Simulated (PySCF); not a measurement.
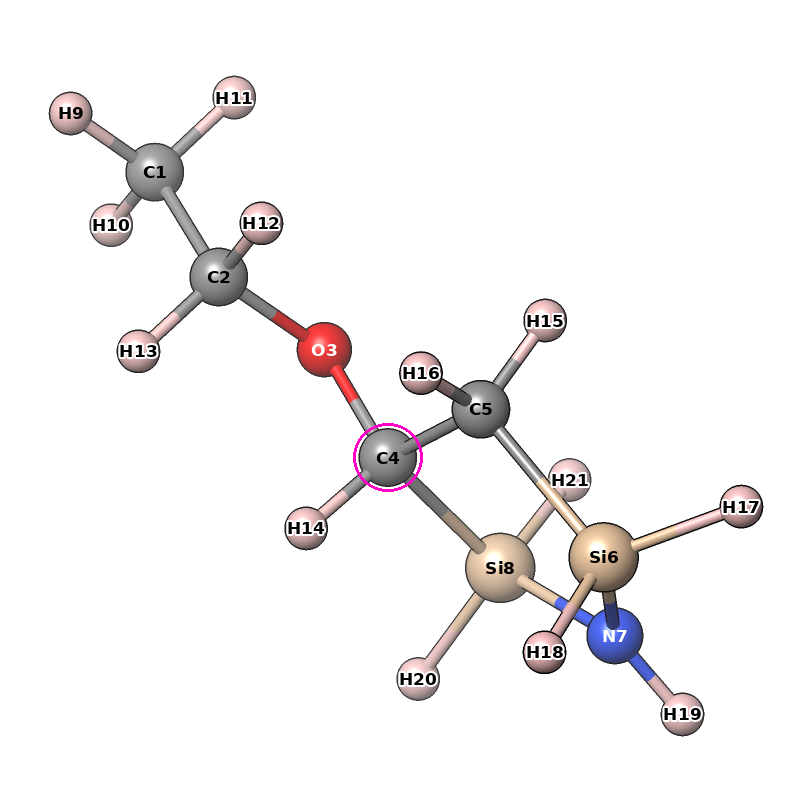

Atoms fade into the background with distance from the viewer. Circles mark the stereogenic atoms. The geometry was computed by an optimisation with PBE0-D3(BJ)/def2-SVP. No frequency run is at hand to confirm it as a minimum.

> What are the Cahn–Ingold–Prelog descriptors?

C4: S (priorities Si8 > O3 > C5 > H14).
